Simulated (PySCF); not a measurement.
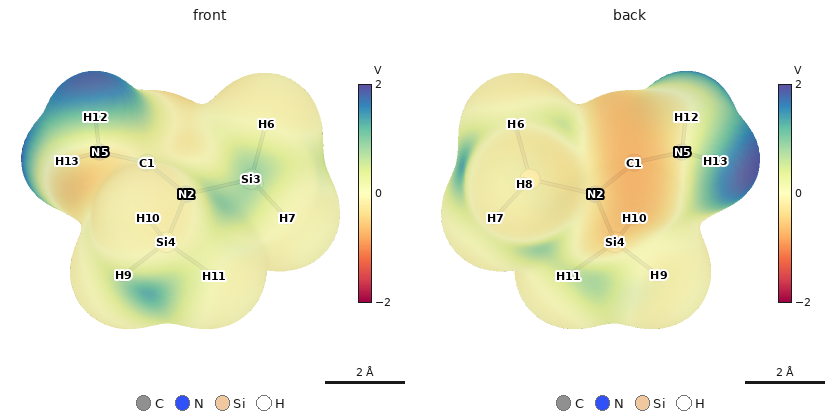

CH8N2Si2 (SMILES N[C]N([SiH3])[SiH3]) (triplet). The electrostatic potential painted on the density surface at 0.002 e/bohr³, seen from the front and from behind; the colour scale runs from red (negative) to blue (positive).

Geometry: PBE0-D3(BJ)/def2-SVP.

Computed with UKS B3LYP, IGLO-III on C N Si, pcH-1 on H, non-relativistic, mean-field spin-orbit, GIAO (PySCF 2.14.0, density-fitted response routines).

Input

```
{"job": {"kind": "epr"}, "charge": 0, "multiplicity": 3}
C     -1.229096    -0.172195    -0.459952
N      0.064380     0.245607    -0.185354
Si     0.341119     1.981398    -0.253554
Si     1.229795    -0.997174     0.283409
N     -1.805779    -1.311739     0.029228
H     -0.507893     2.695764     0.748520
H      1.784794     2.212085     0.041420
H      0.017296     2.522630    -1.607798
H      1.238251    -2.105063    -0.718161
H      0.927914    -1.571888     1.629243
H      2.566808    -0.336502     0.330312
H     -2.437557    -1.217519     0.826766
H     -2.180055    -1.962669    -0.656806
```

Run with:

```sh
OMP_NUM_THREADS=1 python cluster_run.py task.json out
```

Q: Which sites attract a positive test charge, and which a negative one?

A: A positive charge is drawn to the negative regions and a negative charge to the positive ones. The most negative region (about −0.7 V) lies over C1, the most positive (about +1.9 V) over H13.
